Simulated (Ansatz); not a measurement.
The figure comes from a scan of AlN (zinc blende): a phonon pattern at X = (0.5, 0.5, 0.0) is frozen into a 4-atom cell, Q being the largest atomic displacement. The numbers are results of PBE (plane waves to 420 eV, PAW, scalar-relativistic; Ansatz, a quantum-chemistry and plane-wave program), not measurements. k mesh 13×13×13 (Γ-centred), Fermi-Dirac smearing 0.05 eV. AlN was relaxed with its symmetry unable to fall. 

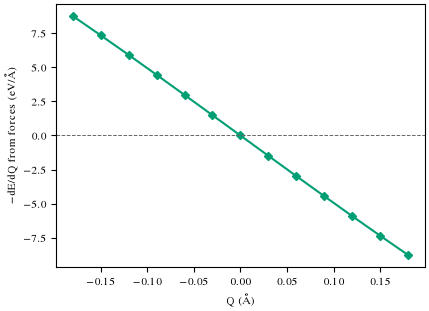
−dE/dQ from forces (eV/Å) against Q (Å); computed points joined by lines.

Q: Turn the plot into a table (rounded to what can be read).

A: To the nearest 0.5:

```
Q (Å)   −dE/dQ from forces (eV/Å)
------  -------------------------
-0.180                        9.0
-0.150                        7.5
-0.120                        6.0
-0.090                        4.5
-0.060                        3.0
-0.030                        1.5
0.000                         0.0
0.030                        -1.5
0.060                        -3.0
0.090                        -4.5
0.120                        -6.0
0.150                        -7.5
0.180                        -9.0
```

(For displaced atoms, the force is minus the slope of the energy, and its curvature is a force constant, which sets phonon frequencies.)
